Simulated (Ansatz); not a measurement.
# Aluminium, simple cubic under r²SCAN: from relaxation to bulk modulus, part 2 of 2

Aim: take aluminium in the simple cubic structure, relax it, solve it on a dense k-mesh, switch on spin-orbit coupling, then scale the cell to 7 volumes from 88 to 112 % of the relaxed one and try a fit of the equation of state. The k-meshes are 12×12×12 for the relaxation; 19×19×19 for the dense run; 12×12×12 for spin-orbit coupling; 13×13×13 for the volumes.

Ansatz 0.2.0; DFT, r2SCAN, plane waves (500 eV) with PAW, scalar-relativistic.

## 6. Volume × 0.92

This is Al in the simple cubic structure; at room conditions it is fcc.

Input file input.yaml:

```yaml
crystal:
  lattice:
    - [2.6319341067, 0.0, 0.0]
    - [0.0, 2.6319341067, 0.0]
    - [0.0, 0.0, 2.6319341067]
  atoms:
    - { symbol: Al, position: [0.0, 0.0, 0.0] }
hamiltonian:
  xc: r2scan
  pseudopotentials:
    kind: paw
    azcp:
      Al: "pseudopotentials/Al.paw.azcp"
basis:
  ecutwfc: 500
  fft_grid_basis: typed
kpoints:
  mp_grid: { grid: [13, 13, 13], shift: [0, 0, 0] }
magnetization:
  spin_polarized: false
scf:
  occupations: { method: fermi_dirac, width: 0.1 }
  lower_state_search: "off"
output:
  stress: true
```

Run with:

```
ansatz run input.yaml --threads 1 --pin off --max-ram 3584MiB --backend cpu --events-out ev --progress --plain --runs-dir out
```

Output, cut to the lines that bear on the results:

```text
[...]
Pseudopotentials: kind: paw
Pseudopotential: Al, paw, valence charge 3, recommended cutoff 500 eV (meta_gga), <dir>
Functional definition: r2SCAN
[...]
Crystal: 1 atoms, lattice volume = 18.232 Å³
Basis set: ecut = 500 eV, 461 PW (Γ), exchange–correlation on 80×80×80 points (64 copies of the dense FFT grid, shifted against one another)
Bands: 6, of which v1, the nominal top of the filled ones, is band 2 counted from 1 (1 counted from 0)
Symmetry: 48 space group operations
Space group: Pm-3m (ITA 221), of the structure as read, at distance tolerance 2.6e-5 Å
k-points: 84 of 2197
[...]
SCF iter   1: F=-539.928522 eV  HF=-539.917948 eV  |F-HF|=1.06e-2  |Δ(HF+E_count)|=         —  Δρ=3.74e-3  dr2=3.50e-3  dr2_τ=3.62e-3  ethr=1.77e-3  ⟨swp⟩=4.7  Hψ=4533  notcnv=0
[...]
SCF iter   6: F=-539.929732 eV  HF=-539.929732 eV  |F-HF|=1.34e-9  |Δ(HF+E_count)|=   7.89e-8  Δρ=1.65e-6  dr2=3.47e-10  dr2_τ=3.48e-12  ethr=8.75e-10  ⟨swp⟩=2.0  Hψ=1513  notcnv=0
[...]
SCF converged after 6 iterations
Free energy (F): -539.929732 eV
[...]
E sigma→0 (E₀):  -539.921983 eV
Entropy (-TS):   -0.015498 eV (-15.498 meV/atom)
Fermi energy:    6.488296 eV
[...]
--- Stress (GPa, compression-positive) ---
        6.175939      -0.000000       0.000000
        0.000000       6.175939       0.000000
        0.000000       0.000000       6.175939
  P = ⅓ Tr σ = 6.1759 GPa (61.759 kbar)
```

Run time: 2.6 s. Hardware: 1 thread of Intel Xeon Platinum 8259CL at 2.50GHz (Skylake/Cascade Lake), shared host; peak memory 0.47 GiB.

## 7. Volume × 0.96

Edit input.yaml of step 6 so:

```diff
@@ -2,5 +2,5 @@
   lattice:
-    - [2.6319341067, 0.0, 0.0]
-    - [0.0, 2.6319341067, 0.0]
-    - [0.0, 0.0, 2.6319341067]
+    - [2.6695382459, 0.0, 0.0]
+    - [0.0, 2.6695382459, 0.0]
+    - [0.0, 0.0, 2.6695382459]
   atoms:
```

Run with:

```
ansatz run input.yaml --threads 1 --pin off --max-ram 3584MiB --backend cpu --events-out ev --progress --plain --runs-dir out
```

Output, cut to the lines that bear on the results:

```text
[...]
[... 3 set-up lines as earlier in the session ...]
[...]
Crystal: 1 atoms, lattice volume = 19.024 Å³
Basis set: ecut = 500 eV, 461 PW (Γ), exchange–correlation on 80×80×80 points (64 copies of the dense FFT grid, shifted against one another)
Bands: 6, of which v1, the nominal top of the filled ones, is band 2 counted from 1 (1 counted from 0)
[... 2 set-up lines as earlier in the session ...]
k-points: 84 of 2197
[...]
SCF iter   1: F=-539.950538 eV  HF=-539.940425 eV  |F-HF|=1.01e-2  |Δ(HF+E_count)|=         —  Δρ=3.71e-3  dr2=3.71e-3  dr2_τ=3.12e-3  ethr=1.77e-3  ⟨swp⟩=4.6  Hψ=4529  notcnv=0
[...]
SCF iter   6: F=-539.951676 eV  HF=-539.951676 eV  |F-HF|=4.79e-10  |Δ(HF+E_count)|=   4.47e-8  Δρ=9.73e-7  dr2=1.38e-10  dr2_τ=9.45e-13  ethr=5.19e-10  ⟨swp⟩=2.0  Hψ=1513  notcnv=0
[...]
SCF converged after 6 iterations
Free energy (F): -539.951676 eV
[...]
E sigma→0 (E₀):  -539.943565 eV
Entropy (-TS):   -0.016222 eV (-16.222 meV/atom)
Fermi energy:    6.095992 eV
[...]
--- Stress (GPa, compression-positive) ---
        2.813460       0.000000       0.000000
        0.000000       2.813460       0.000000
        0.000000       0.000000       2.813460
  P = ⅓ Tr σ = 2.8135 GPa (28.135 kbar)
```

Wall time 2.5 s (1 thread of Intel Xeon Platinum 8259CL at 2.50GHz (Skylake/Cascade Lake), shared host); peak memory 0.47 GiB.

## 8. Volume × 1.0

Edit input.yaml of step 7 so:

```diff
@@ -2,5 +2,5 @@
   lattice:
-    - [2.6695382459, 0.0, 0.0]
-    - [0.0, 2.6695382459, 0.0]
-    - [0.0, 0.0, 2.6695382459]
+    - [2.7061118078, 0.0, 0.0]
+    - [0.0, 2.7061118078, 0.0]
+    - [0.0, 0.0, 2.7061118078]
   atoms:
@@ -25 +25,5 @@
   stress: true
+  write_density: true
+  write_potential: true
+  elf: true
+  volumetric_format: npy
```

Run with:

```
ansatz run input.yaml --threads 1 --pin off --max-ram 3584MiB --backend cpu --events-out ev --progress --plain --runs-dir out
```

Output, cut to the lines that bear on the results:

```text
[...]
[... 3 set-up lines as earlier in the session ...]
[...]
Crystal: 1 atoms, lattice volume = 19.817 Å³
Basis set: ecut = 500 eV, 485 PW (Γ), exchange–correlation on 80×80×80 points (64 copies of the dense FFT grid, shifted against one another)
Bands: 6, of which v1, the nominal top of the filled ones, is band 2 counted from 1 (1 counted from 0)
[... 2 set-up lines as earlier in the session ...]
k-points: 84 of 2197
[...]
SCF iter   1: F=-539.957577 eV  HF=-539.948049 eV  |F-HF|=9.53e-3  |Δ(HF+E_count)|=         —  Δρ=3.66e-3  dr2=3.88e-3  dr2_τ=2.70e-3  ethr=1.77e-3  ⟨swp⟩=4.6  Hψ=4531  notcnv=0
[...]
SCF iter   6: F=-539.958636 eV  HF=-539.958636 eV  |F-HF|=6.34e-11  |Δ(HF+E_count)|=   1.53e-8  Δρ=3.42e-7  dr2=2.49e-11  dr2_τ=1.32e-13  ethr=1.94e-10  ⟨swp⟩=4.8  Hψ=1991  notcnv=0
the search or the solves at the SCF's close seem to have found levels that the self-consistency loop had missed (the run counts 1). By its estimate they hold under 1e-12 electrons; where the run keeps them, the occupations were computed again with them
[...]
SCF converged after 6 iterations
Free energy (F): -539.958636 eV
[...]
E sigma→0 (E₀):  -539.950138 eV
Entropy (-TS):   -0.016996 eV (-16.996 meV/atom)
Fermi energy:    5.732932 eV
[...]
--- Stress (GPa, compression-positive) ---
        0.097271       0.000000       0.000000
       -0.000000       0.097271       0.000000
        0.000000       0.000000       0.097271
  P = ⅓ Tr σ = 0.0973 GPa (0.973 kbar)
--- Band table (eV; the first three rows and the last of 84) ---
  k-point 0: bands = ["-4.4861", "14.2042", "14.2042", "15.6694", "15.6694", "15.6694"]
[...]
```

It took 2.4 s on 1 thread of Intel Xeon Platinum 8259CL at 2.50GHz (Skylake/Cascade Lake), shared host; peak memory 0.48 GiB.

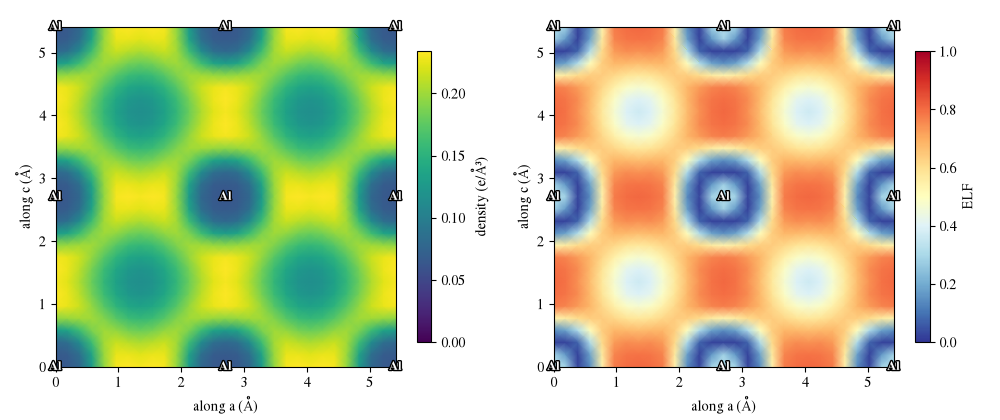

Density (left) and ELF (right) in a lattice plane of the grid's cell (edges 2.71 and 2.71 Å, at 0.000 of the third edge), which holds Al. Only atoms in the plane are labelled. Both are smooth fields of the valence electrons: close to the nuclei they are not physical.

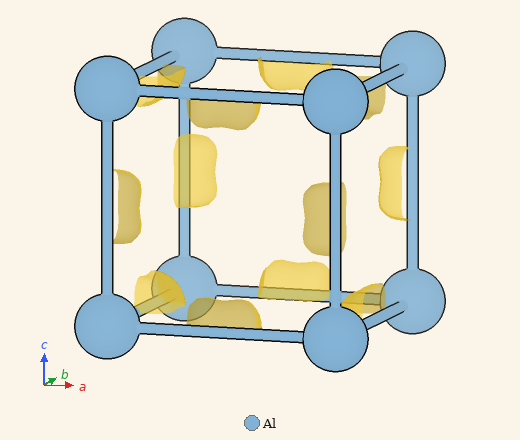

Surface of ELF = 0.75, drawn in one cell.

The highest ELF values outside the cores: 0.81 on the Al–Al line, 1.4 Å from Al.

## 9. Volume × 1.04

Edit input.yaml of step 8 so:

```diff
@@ -2,5 +2,5 @@
   lattice:
-    - [2.7061118078, 0.0, 0.0]
-    - [0.0, 2.7061118078, 0.0]
-    - [0.0, 0.0, 2.7061118078]
+    - [2.7417226258, 0.0, 0.0]
+    - [0.0, 2.7417226258, 0.0]
+    - [0.0, 0.0, 2.7417226258]
   atoms:
@@ -25,5 +25 @@
   stress: true
-  write_density: true
-  write_potential: true
-  elf: true
-  volumetric_format: npy
```

Run with:

```
ansatz run input.yaml --threads 1 --pin off --max-ram 3584MiB --backend cpu --events-out ev --progress --plain --runs-dir out
```

Output, cut to the lines that bear on the results:

```text
[...]
[... 3 set-up lines as earlier in the session ...]
[...]
Crystal: 1 atoms, lattice volume = 20.610 Å³
Basis set: ecut = 500 eV, 485 PW (Γ), exchange–correlation on 80×80×80 points (64 copies of the dense FFT grid, shifted against one another)
Bands: 6, of which v1, the nominal top of the filled ones, is band 2 counted from 1 (1 counted from 0)
[... 2 set-up lines as earlier in the session ...]
k-points: 84 of 2197
[...]
SCF iter   1: F=-539.952540 eV  HF=-539.943754 eV  |F-HF|=8.79e-3  |Δ(HF+E_count)|=         —  Δρ=3.57e-3  dr2=3.96e-3  dr2_τ=2.35e-3  ethr=1.77e-3  ⟨swp⟩=4.6  Hψ=4549  notcnv=0
[...]
SCF iter   6: F=-539.953513 eV  HF=-539.953513 eV  |F-HF|=3.29e-11  |Δ(HF+E_count)|=   5.57e-9  Δρ=2.95e-7  dr2=1.56e-11  dr2_τ=3.51e-13  ethr=7.07e-11  ⟨swp⟩=1.5  Hψ=1452  notcnv=0
[...]
SCF converged after 6 iterations
Free energy (F): -539.953513 eV
[...]
E sigma→0 (E₀):  -539.944615 eV
Entropy (-TS):   -0.017796 eV (-17.796 meV/atom)
Fermi energy:    5.395790 eV
[...]
--- Stress (GPa, compression-positive) ---
       -2.088412       0.000000       0.000000
       -0.000000      -2.088412      -0.000000
        0.000000       0.000000      -2.088412
  P = ⅓ Tr σ = -2.0884 GPa (-20.884 kbar)
```

Wall time 2.7 s (1 thread of Intel Xeon Platinum 8259CL at 2.50GHz (Skylake/Cascade Lake), shared host); peak memory 0.47 GiB.

## 10. Volume × 1.08

Edit input.yaml of step 9 so:

```diff
@@ -2,5 +2,5 @@
   lattice:
-    - [2.7417226258, 0.0, 0.0]
-    - [0.0, 2.7417226258, 0.0]
-    - [0.0, 0.0, 2.7417226258]
+    - [2.7764316602, 0.0, 0.0]
+    - [0.0, 2.7764316602, 0.0]
+    - [0.0, 0.0, 2.7764316602]
   atoms:
@@ -25 +25,5 @@
   stress: true
+  write_density: true
+  write_potential: true
+  elf: true
+  volumetric_format: npy
```

Run with:

```
ansatz run input.yaml --threads 1 --pin off --max-ram 3584MiB --backend cpu --events-out ev --progress --plain --runs-dir out
```

Output, cut to the lines that bear on the results:

```text
[...]
[... 3 set-up lines as earlier in the session ...]
[...]
Crystal: 1 atoms, lattice volume = 21.402 Å³
Basis set: ecut = 500 eV, 515 PW (Γ), exchange–correlation on 96×96×96 points (64 copies of the dense FFT grid, shifted against one another)
Bands: 6, of which v1, the nominal top of the filled ones, is band 2 counted from 1 (1 counted from 0)
[... 1 set-up line as earlier in the session ...]
Space group: Pm-3m (ITA 221), of the structure as read, at distance tolerance 2.8e-5 Å
k-points: 84 of 2197
[...]
SCF iter   1: F=-539.937819 eV  HF=-539.929832 eV  |F-HF|=7.99e-3  |Δ(HF+E_count)|=         —  Δρ=3.47e-3  dr2=3.98e-3  dr2_τ=2.05e-3  ethr=1.77e-3  ⟨swp⟩=4.6  Hψ=4541  notcnv=0
[...]
SCF iter   6: F=-539.938691 eV  HF=-539.938691 eV  |F-HF|=1.01e-10  |Δ(HF+E_count)|=   2.11e-9  Δρ=4.61e-7  dr2=3.68e-11  dr2_τ=6.62e-13  ethr=3.42e-11  ⟨swp⟩=4.5  Hψ=1926  notcnv=0
[...]
SCF converged after 6 iterations
Free energy (F): -539.938691 eV
[...]
E sigma→0 (E₀):  -539.929392 eV
Entropy (-TS):   -0.018599 eV (-18.599 meV/atom)
Fermi energy:    5.081793 eV
[...]
--- Stress (GPa, compression-positive) ---
       -3.837300       0.000000       0.000000
       -0.000000      -3.837300      -0.000000
        0.000000       0.000000      -3.837300
  P = ⅓ Tr σ = -3.8373 GPa (-38.373 kbar)
--- Band table (eV; the first three rows and the last of 84) ---
  k-point 0: bands = ["-4.6792", "13.3700", "13.3700", "14.4203", "14.4203", "14.4203"]
[...]
```

It took 3.3 s on 1 thread of Intel Xeon Platinum 8259CL at 2.50GHz (Skylake/Cascade Lake), shared host; peak memory 0.52 GiB.

## 11. Volume × 1.12

Edit input.yaml of step 10 so:

```diff
@@ -2,5 +2,5 @@
   lattice:
-    - [2.7764316602, 0.0, 0.0]
-    - [0.0, 2.7764316602, 0.0]
-    - [0.0, 0.0, 2.7764316602]
+    - [2.8102939202, 0.0, 0.0]
+    - [0.0, 2.8102939202, 0.0]
+    - [0.0, 0.0, 2.8102939202]
   atoms:
@@ -25,5 +25 @@
   stress: true
-  write_density: true
-  write_potential: true
-  elf: true
-  volumetric_format: npy
```

Run with:

```
ansatz run input.yaml --threads 1 --pin off --max-ram 3584MiB --backend cpu --events-out ev --progress --plain --runs-dir out
```

Output, cut to the lines that bear on the results:

```text
[...]
[... 3 set-up lines as earlier in the session ...]
[...]
Crystal: 1 atoms, lattice volume = 22.195 Å³
Basis set: ecut = 500 eV, 587 PW (Γ), exchange–correlation on 96×96×96 points (64 copies of the dense FFT grid, shifted against one another)
Bands: 6, of which v1, the nominal top of the filled ones, is band 2 counted from 1 (1 counted from 0)
[... 2 set-up lines as earlier in the session ...]
k-points: 84 of 2197
[...]
SCF iter   1: F=-539.915362 eV  HF=-539.908242 eV  |F-HF|=7.12e-3  |Δ(HF+E_count)|=         —  Δρ=3.38e-3  dr2=4.01e-3  dr2_τ=1.79e-3  ethr=1.77e-3  ⟨swp⟩=4.5  Hψ=4539  notcnv=0
[...]
SCF iter   6: F=-539.916136 eV  HF=-539.916136 eV  |F-HF|=1.55e-10  |Δ(HF+E_count)|=   1.50e-9  Δρ=5.40e-7  dr2=6.31e-11  dr2_τ=8.28e-13  ethr=3.40e-11  ⟨swp⟩=1.0  Hψ=1401  notcnv=0
[...]
SCF converged after 6 iterations
Free energy (F): -539.916136 eV
[...]
E sigma→0 (E₀):  -539.906441 eV
Entropy (-TS):   -0.019390 eV (-19.390 meV/atom)
Fermi energy:    4.788580 eV
[...]
--- Stress (GPa, compression-positive) ---
       -5.225877       0.000000       0.000000
       -0.000000      -5.225877       0.000000
        0.000000      -0.000000      -5.225877
  P = ⅓ Tr σ = -5.2259 GPa (-52.259 kbar)
```

It took 3.2 s on 1 thread of Intel Xeon Platinum 8259CL at 2.50GHz (Skylake/Cascade Lake), shared host; peak memory 0.51 GiB.

## 12. The equation of state

The cell was scaled evenly, with its shape and the fractional positions fixed.

```csv
V (Å³/atom),E − E₀ (meV/atom),P from the stress (GPa),P from the fit (GPa)
17.439,68.3,10.33,10.31
18.232,28.1,6.18,6.10
19.024,6.5,2.81,2.73
19.817,0.0,0.10,0.02
20.610,5.5,-2.09,-2.16
21.402,20.7,-3.84,-3.92
22.195,43.7,-5.23,-5.33
```

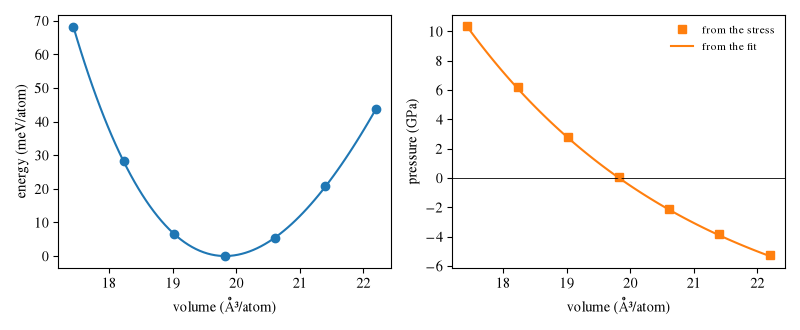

Energy and pressure against volume; the lines are the Birch-Murnaghan fit.

A third-order Birch-Murnaghan fit gives V₀ = 19.824 Å³/atom, B₀ = 61 GPa and B₀′ = 4.4; it misses no point by more than 0.04 meV/atom.

Fit and stress differ a little: one follows E(σ → 0), the other the smeared free energy.

## 13. Outcome

The summary covers parts 1 to 2.

```
                      quantity                         value
space group (spins left aside)               Pm-3m (No. 221)
             conventional cell                   a = 2.706 Å
                        volume                19.817 Å³/atom
             shortest distance                       2.706 Å
               gap on the mesh  none (levels filled in part)
               relative to fcc                 +458 meV/atom
                   V₀, B₀, B₀′   19.824 Å³/atom, 61 GPa, 4.4
```

In words: The relaxation enlarged the cell by 10.5 % in volume. It lies 458 meV/atom above the element's reference form at the same level (fcc, from a run of its own), so it is far from stable. Levels at the Fermi energy are filled in part, as in a metal. The total energy of the spin-orbit run lies +0.15 eV/atom from the scalar one, but the two kinds of run don't share a zero of energy: only differences within one kind count. B₀ comes out at 61 GPa. Relaxation kept the symmetry; phonons were not checked.
